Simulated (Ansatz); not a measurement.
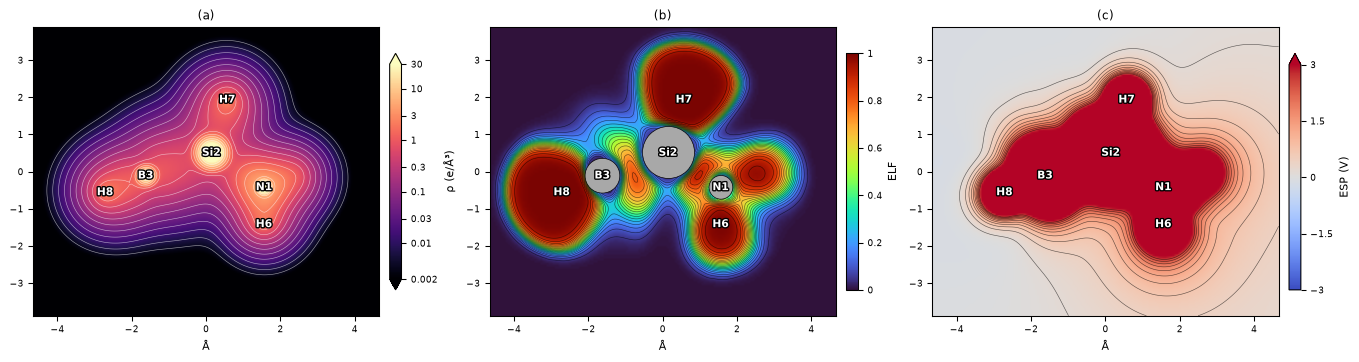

Figure. BH$_{4}$NOSi (SMILES N[SiH]1BO1). (a) electron density; (b) ELF; (c) electrostatic potential on the plane of atoms N1, Si2 and H7. Grey discs cover the atomic cores in the ELF map.

Geometry: PBE0-D4/def2-TZVP.

Method: RKS PBE0-D4/def2-TZVPP in Ansatz.

The calculation's input:

```
crystal:
  periodic: [false, false, false]
  atoms:
    - {symbol: N, position_ang: [-0.994905, 1.113000, 0.227217]}
    - {symbol: Si, position_ang: [0.459573, 0.251172, 0.136415]}
    - {symbol: B, position_ang: [0.785688, -1.320883, -0.859131]}
    - {symbol: O, position_ang: [0.439798, -1.473508, 0.434157]}
    - {symbol: H, position_ang: [-1.260651, 1.645899, 1.038180]}
    - {symbol: H, position_ang: [-1.755249, 0.977169, -0.416225]}
    - {symbol: H, position_ang: [1.402431, 0.889136, 1.078515]}
    - {symbol: H, position_ang: [1.015617, -2.139186, -1.694928]}
basis:
  gaussian: {orbitals: def2-TZVPP}
hamiltonian: {xc: pbe0, dispersion: d4}
output: {orbitals: {seedname: orbitals}}
```

Run with:

```sh
ansatz run in.yaml --threads 2 --pin off --events-out ev --progress --plain --max-ram 4352MiB
```

Question: What does the map show?

Answer: The section cuts through N, Si, B and H sites.
Si–N (1.69 Å): the density is about 1.2 e/Å³ at the midpoint; the ELF peaks at about 0.90 between the atoms, as expected for a shared but strongly polarised pair.
Si–B (1.89 Å): the density is about 0.76 e/Å³ at the midpoint; the ELF peaks at about 0.70 between the atoms.
N–H (1.01 Å): ρ at the midpoint is about 2.9 e/Å³; the ELF climbs to about 1 towards the hydrogen, as it does in any bond to H: an ordinary covalent bond to hydrogen.
B–H (1.19 Å): the density is about 1.3 e/Å³ at the midpoint; the ELF climbs to about 1 towards the hydrogen: a covalent bond by its length.
Si–H (1.48 Å): ρ at the midpoint is about 0.83 e/Å³; the ELF climbs to about 1 towards the hydrogen.
The potential has no marked negative region in this plane.
